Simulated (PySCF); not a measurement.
BeS

```xyz
2

Be    0.0000    0.0000   -1.3691
S     0.0000    0.0000    0.3859
```

Method: PySCF, PBE0/jorge-DZP-DKH, spin-free X2C-1e, Gaussian nucleus, at a bond length of 1.755 Å.

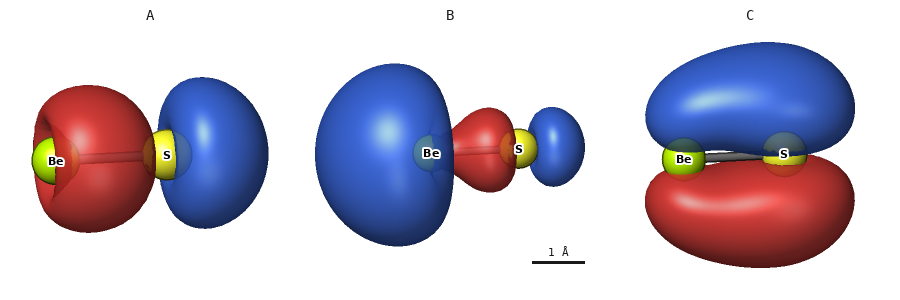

Figure 1. Three frontier orbitals, each drawn at the value that holds 80 % of its norm (blue and red are the two phases), in no order; of a degenerate pair one member is drawn.

Question: Name the orbitals and rank them from lowest to highest energy.

Answer: Orbital A: σ, occupied, −8.62 eV; mainly on S (75 %).
Orbital C: π, occupied, −6.78 eV; mainly on S (80 %).
Orbital B: σ, empty, −3.96 eV; mainly on Be (85 %).

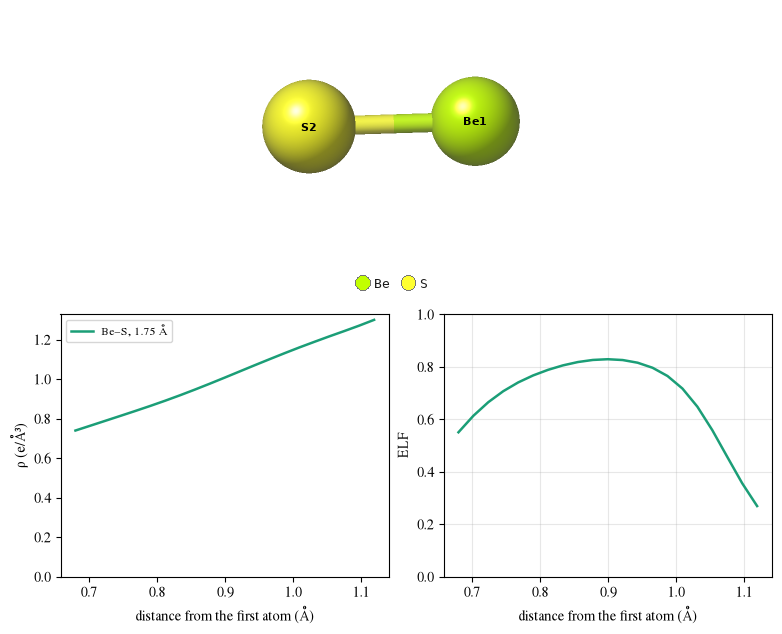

Figure 2. Total electron density and ELF along straight lines between neighbouring atoms. The curves leave out the atomic cores. The structure is drawn too.

Question: What can be read from the curves?

Answer: Be–S (1.75 Å): ρ is about 0.98 e/Å³ halfway; the ELF peaks at about 0.85 in the valence shell of S, 0.9 Å from its nucleus, and is about 0.85 at the midpoint.
